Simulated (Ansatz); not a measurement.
# BH₄NOSe: basis-set convergence

Aim: see how fast density functionals converge with the basis set for BH₄NOSe.

The runs use Ansatz 0.2.0, Gaussian basis; one geometry, several basis sets.

Plan: PBE0-D4/def2-SVP; ωB97M-V/def2-SVP; PBE0-D4/def2-QZVPP; ωB97M-V/def2-QZVPP; the functionals' def2-TZVPP values are taken from earlier runs.

### 1 The geometry

An earlier PBE0-D4 in a triple-zeta def2 set relaxation fixed the geometry.

SMILES `NB(O)[SeH]`, 8 atoms, charge 0, spin multiplicity 1.

Atoms are counted from 1 here; the program's logs count them from 0.

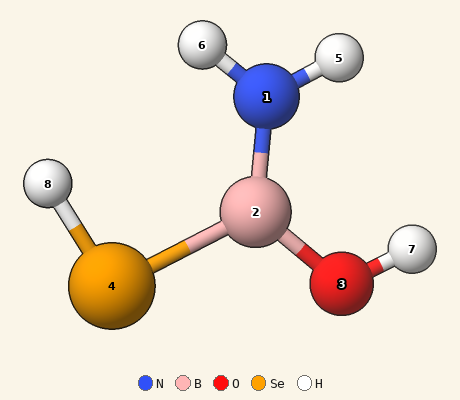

The geometry (nitrogen blue, boron pink, oxygen red, selenium orange, hydrogen white); atoms are numbered from 1 in the order of the file.

### 2 PBE0-D4 in def2-SVP

Contents of in.yaml:

```yaml
crystal:
  periodic: [false, false, false]
  atoms:
    - {symbol: N, position_ang: [-0.409509, 0.897716, 0.044725]}
    - {symbol: B, position_ang: [0.358981, -0.275079, -0.032935]}
    - {symbol: O, position_ang: [1.723570, -0.293516, -0.099006]}
    - {symbol: Se, position_ang: [-0.454654, -2.074353, -0.056574]}
    - {symbol: H, position_ang: [-0.009537, 1.820335, 0.057322]}
    - {symbol: H, position_ang: [-1.411241, 0.893308, 0.092859]}
    - {symbol: H, position_ang: [2.134850, 0.573193, -0.088257]}
    - {symbol: H, position_ang: [-1.840260, -1.598605, 0.026066]}
basis:
  gaussian: {orbitals: def2-SVP}
hamiltonian: {xc: pbe0, dispersion: d4}
output: {orbitals: {seedname: orbitals}}
```

Launch:

```console
$ ansatz run in.yaml --threads 2 --pin off --events-out ev --progress --plain --max-ram 4352MiB
```

The log of the run:

```text
Functional definition: PBE0
  name "PBE0"
  cite "Adamo & Barone, J. Chem. Phys. 110, 6158 (1999) doi:10.1063/1.478522"
  cite "Perdew, Burke & Ernzerhof, Phys. Rev. Lett. 77, 3865 (1996) doi:10.1103/PhysRevLett.77.3865"
  parent pbe
  parameter a = 0.25
  parameter kappa = 0.804
  parameter beta = 0.06672455060314922
  exchange = (1 - a)*pbe_x(kappa = kappa, mu = beta*pi^2/3) + a*exact_x
  correlation = pbe_c(beta = beta)
927 factors; integrals over basis functions are off by at most 1.6e-3 eV
mean field evaluation 1: about -69600.6653 eV, gradient 6.0e1 eV
mean field evaluation 2: about -69595.8319 eV, gradient 7.7e1 eV
mean field evaluation 4: about -69607.5023 eV, gradient 2.5e0 eV
mean field evaluation 8: about -69607.6449 eV, gradient 3.0e-1 eV
mean field evaluation 16: about -69607.6451 eV, gradient 3.9e-5 eV
mean field -69607.64507572 eV, -2558.0337747763 hartree, gradient 3.9e-5 eV, S^2 0.000000; 0 other end points of the search recorded, 0 dependent functions left out
reference -69607.64509707 eV, -2558.0337755609 hartree; 29, 29 occupied and 65, 65 virtual orbitals, 927 factors
Total energy: -69607.77296944 eV, -2558.0384747837 hartree
```

Wall time 0.95 s (2 threads of INTEL XEON PLATINUM 8581C at 2.30GHz, shared host).

### 3 ωB97M-V in def2-SVP

Changes to in.yaml since step 2:

```diff
@@ -13,3 +13,3 @@
   gaussian: {orbitals: def2-SVP}
-hamiltonian: {xc: pbe0, dispersion: d4}
+hamiltonian: {xc: {name: wB97M-V}}
 output: {orbitals: {seedname: orbitals}}
```

Same command.

The log of the run, cut to the lines that bear on the results:

```text
Functional definition: wB97M-V
  name "wB97M-V"
  cite "Mardirossian & Head-Gordon, J. Chem. Phys. 144, 214110 (2016) doi:10.1063/1.4952647"
  cite "Becke, J. Chem. Phys. 107, 8554 (1997) doi:10.1063/1.475007"
  cite "Vydrov & Van Voorhis, J. Chem. Phys. 133, 244103 (2010) doi:10.1063/1.3521275"
  # Of w^i u^j: cxij and so on, Table III.
[...]
  gx(w, u) = 1 - cx + cx01*u + cx10*w
  gss(w, u) = css00 + css04*u^4 + css10*w + css20*w^2 + css43*w^4*u^3
  gos(w, u) = cos00 + cos10*w + (cos20 + cos21*u)*w^2 + (cos60 + cos61*u)*w^6
[...]
      + integral(e_c_pw_mod_opposite_spin*gos(b97_w_opposite, b97_u_opposite)) + vv10(b, c)
927 factors; integrals over basis functions are off by at most 1.6e-3 eV
228 factors; integrals over basis functions are off by at most 9.5e-6 eV
[...]
mean field -69614.93249034 eV, -2558.3015823240 hartree, gradient 6.5e-5 eV, S^2 0.000000; 0 other end points of the search recorded, 0 dependent functions left out
reference -69614.93252629 eV, -2558.3015836452 hartree; 29, 29 occupied and 65, 65 virtual orbitals, 927 factors
Total energy: -69614.93252629 eV, -2558.3015836452 hartree
```

Run time: 3.1 s. Hardware: 2 threads of INTEL XEON PLATINUM 8581C at 2.30GHz, shared host; peak memory 0.28 GiB.

### 4 PBE0-D4 in def2-QZVPP

Changes to in.yaml since step 3:

```diff
@@ -12,4 +12,4 @@
 basis:
-  gaussian: {orbitals: def2-SVP}
-hamiltonian: {xc: {name: wB97M-V}}
+  gaussian: {orbitals: "def2-QZVPP.json"}
+hamiltonian: {xc: pbe0, dispersion: d4}
 output: {orbitals: {seedname: orbitals}}
```

Launched as before.

The log of the run:

```text
Functional definition: PBE0
  name "PBE0"
  cite "Adamo & Barone, J. Chem. Phys. 110, 6158 (1999) doi:10.1063/1.478522"
  cite "Perdew, Burke & Ernzerhof, Phys. Rev. Lett. 77, 3865 (1996) doi:10.1103/PhysRevLett.77.3865"
  parent pbe
  parameter a = 0.25
  parameter kappa = 0.804
  parameter beta = 0.06672455060314922
  exchange = (1 - a)*pbe_x(kappa = kappa, mu = beta*pi^2/3) + a*exact_x
  correlation = pbe_c(beta = beta)
1364 factors; their error is unknown
mean field evaluation 1: about -69612.4621 eV, gradient 7.4e1 eV
mean field evaluation 2: about -69601.4825 eV, gradient 1.0e2 eV
mean field evaluation 4: about -69622.0716 eV, gradient 4.8e0 eV
mean field evaluation 8: about -69622.3117 eV, gradient 2.7e-1 eV
mean field evaluation 16: about -69622.3118 eV, gradient 4.2e-5 eV
mean field -69622.31178385 eV, -2558.5727663586 hartree, gradient 4.2e-5 eV, S^2 0.000000; 0 other end points of the search recorded, 0 dependent functions left out
reference -69622.31181478 eV, -2558.5727674951 hartree; 29, 29 occupied and 351, 351 virtual orbitals, 1364 factors
Total energy: -69622.43968714 eV, -2558.5774667179 hartree
```

Wall time 6 s (2 threads of INTEL XEON PLATINUM 8581C at 2.30GHz, shared host); peak memory 1.1 GiB.

### 5 ωB97M-V in def2-QZVPP

Changes to in.yaml since step 4:

```diff
@@ -13,3 +13,3 @@
   gaussian: {orbitals: "def2-QZVPP.json"}
-hamiltonian: {xc: pbe0, dispersion: d4}
+hamiltonian: {xc: {name: wB97M-V}}
 output: {orbitals: {seedname: orbitals}}
```

Same command.

The log of the run, cut to the lines that bear on the results:

```text
Functional definition: wB97M-V
  name "wB97M-V"
  cite "Mardirossian & Head-Gordon, J. Chem. Phys. 144, 214110 (2016) doi:10.1063/1.4952647"
  cite "Becke, J. Chem. Phys. 107, 8554 (1997) doi:10.1063/1.475007"
  cite "Vydrov & Van Voorhis, J. Chem. Phys. 133, 244103 (2010) doi:10.1063/1.3521275"
  # Of w^i u^j: cxij and so on, Table III.
[...]
  gx(w, u) = 1 - cx + cx01*u + cx10*w
  gss(w, u) = css00 + css04*u^4 + css10*w + css20*w^2 + css43*w^4*u^3
  gos(w, u) = cos00 + cos10*w + (cos20 + cos21*u)*w^2 + (cos60 + cos61*u)*w^6
[...]
      + integral(e_c_pw_mod_opposite_spin*gos(b97_w_opposite, b97_u_opposite)) + vv10(b, c)
1339 factors; their error is unknown
314 factors; integrals over basis functions are off by at most 1.0e-5 eV
[...]
mean field -69629.65604009 eV, -2558.8426627971 hartree, gradient 1.7e-5 eV, S^2 0.000000; 0 other end points of the search recorded, 0 dependent functions left out
reference -69629.65608935 eV, -2558.8426646074 hartree; 29, 29 occupied and 351, 351 virtual orbitals, 1339 factors
Total energy: -69629.65608935 eV, -2558.8426646074 hartree
```

It took 13 s on 2 threads of INTEL XEON PLATINUM 8581C at 2.30GHz, shared host; peak memory 1.3 GiB.

### 6 Density functionals: the series

The def2-TZVPP values come from earlier runs at the same geometry.

```csv
functional,basis,functions,energy (eV),from the largest (eV),HOMO (eV),LUMO (eV)
PBE0-D4,def2-SVP,94,-69607.7730,14.667,-6.42,0.72
PBE0-D4,def2-TZVPP,197,-69620.8100,1.630,-6.66,0.19
PBE0-D4,def2-QZVPP,380,-69622.4397,0.000,-6.69,-0.06
ωB97M-V,def2-SVP,94,-69614.9325,14.724,-8.56,2.54
ωB97M-V,def2-TZVPP,197,-69628.0841,1.572,-8.82,1.65
ωB97M-V,def2-QZVPP,380,-69629.6561,0.000,-8.85,1.20
```

### 7 What came out

| quantity | value |
| --- | --- |
| PBE0-D4: double and triple zeta above quadruple | 14.67, 1.63 eV |
| ωB97M-V: double and triple zeta above quadruple | 14.72, 1.57 eV |

In words: PBE0-D4 gains 13.04 eV from double to triple zeta, then 1.63 eV more. These are total energies; as a rule much of such shifts cancels in differences, which this series doesn't test. The LUMO of ωB97M-V is positive and keeps falling with the basis (2.54 to 1.20 eV): an unbound level that the basis holds in place.

For PBE0-D4 the largest set took about 6 times as long as the smallest (6 s against 0.95 s).
